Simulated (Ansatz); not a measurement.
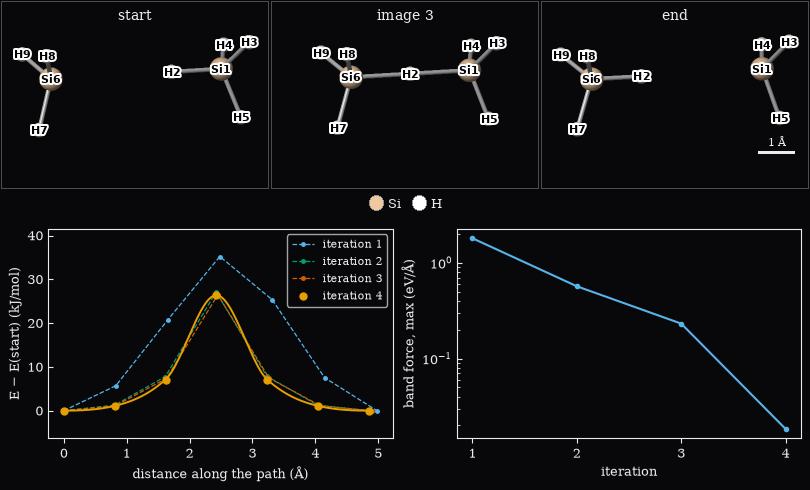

A search for the minimum-energy path of Si2H7 (multiplicity 2), made up at the start of SiH4 and SiH3 by the nudged elastic band. Images are numbered from 0 (start) to 6 (end). The plot follows the band through its iterations. Style: ball-and-stick. Shown at a tilt.

All numbers below come from Ansatz, UKS r2SCANh/cc-pVDZ. Settings: 5 movable images; climbing image; force threshold 0.05 eV/Å; iteration limit 60; starting path through a guess of the saddle point.

Judge this run.

The result is final at these settings. The band converged in 4 iterations. The largest component of the band force went from 1.8 to 0.018 eV/Å. The climbing image converged on the top of the path. Its vibrational analysis gives one imaginary mode (950i cm⁻¹), as a transition state must have. The first iteration put the highest image at 35.2 kJ/mol. The barrier is about 26.4 kJ/mol in both directions, with image 3 at the top; the ends have the same energy.

Limits of the set-up: the start holds two separate molecules, 3.6 Å apart at their closest, whose relative position is a soft coordinate and is computed without a dispersion correction.

The run took 77 s on 2 threads of Arm Neoverse V1 (shared host), peak memory 0.22 GiB.
